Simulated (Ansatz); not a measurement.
# H$_{7}$NOSi$_{3}$ (SMILES N[SiH]1[SiH2]O[SiH2]1): what the fields show

```xyz
12

N    -2.1583    0.6425    0.4049
Si   -0.6476   -0.1799    0.6520
Si    1.5342    0.7492    0.4266
O     1.8452   -0.3661   -0.8156
Si    0.4406   -1.2440   -1.1631
H    -2.6638    0.9905    1.2112
H    -2.2677    1.2687   -0.3839
H    -0.8243   -1.0057    1.8802
H     1.6483    2.1504   -0.0754
H     2.5300    0.5843    1.5244
H     0.7070   -2.7082   -1.0952
H    -0.0667   -0.9368   -2.5320
```

Theory: RKS B3LYP-D4/6-31G* in Ansatz.

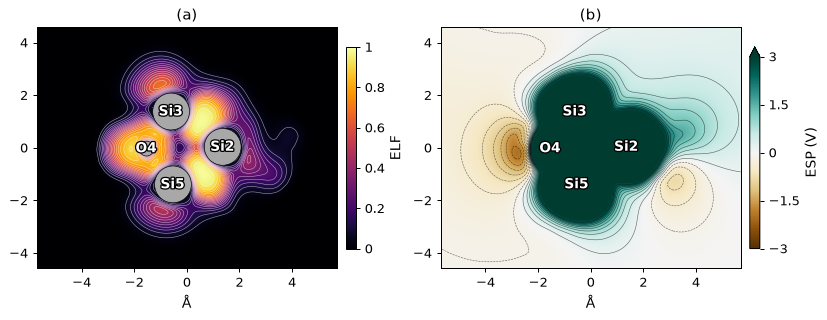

Figure 1. (a) ELF; (b) molecular electrostatic potential on the plane of atoms Si2, Si5 and O4. Grey discs cover the atomic cores in the ELF map.

Q: What does the map show?

A:
- The section cuts through Si and O sites.
- Si–O (1.69 Å): the ELF peaks at about 0.85 between the atoms, as expected for a polar covalent bond.
- Si–Si (2.37 Å): the ELF peaks at about 1 between the atoms, as expected for a shared electron pair.
- The ELF also peaks beside O4, away from the bonds: lone-pair regions.
- Outside the dense part of the molecule the potential is most negative (−2.0 V) near O4.

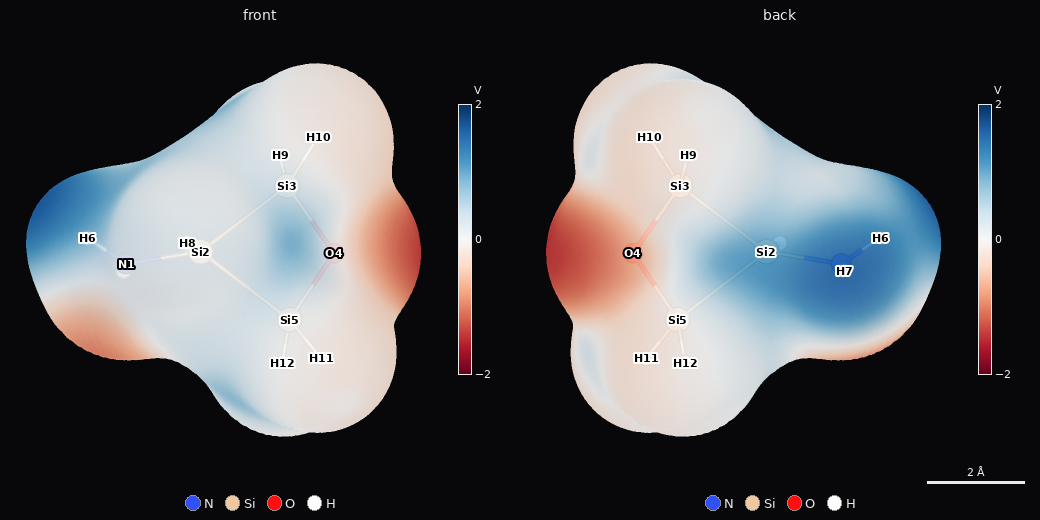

Figure 2. The molecular electrostatic potential painted on the density surface at 0.001 e/bohr³, seen from the front and from behind; the colour scale runs from red (negative) to blue (positive).

Q: Describe the electrostatic potential map.

A: The most negative region (about −1.4 V, or −32 kcal/mol for a unit charge) lies over O4, the most positive (about +1.6 V, or +37 kcal/mol for a unit charge) over H6 and H7. O4 is the likeliest acceptor of a hydrogen bond.

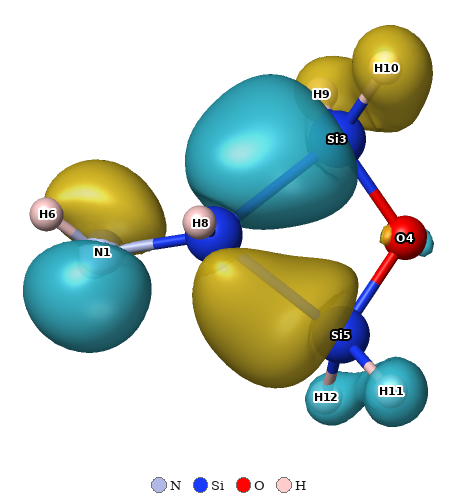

Figure 3. The HOMO at ±0.1 Å⁻³ᐟ² (yellow and cyan are the two phases), seen across its widest extent.

Q: Describe this orbital and give its energy.

A: It lies mainly on N1 (about 25 %), Si3 (about 20 %), Si2 (about 20 %) and Si5 (about 15 %). Its energy is −6.24 eV.
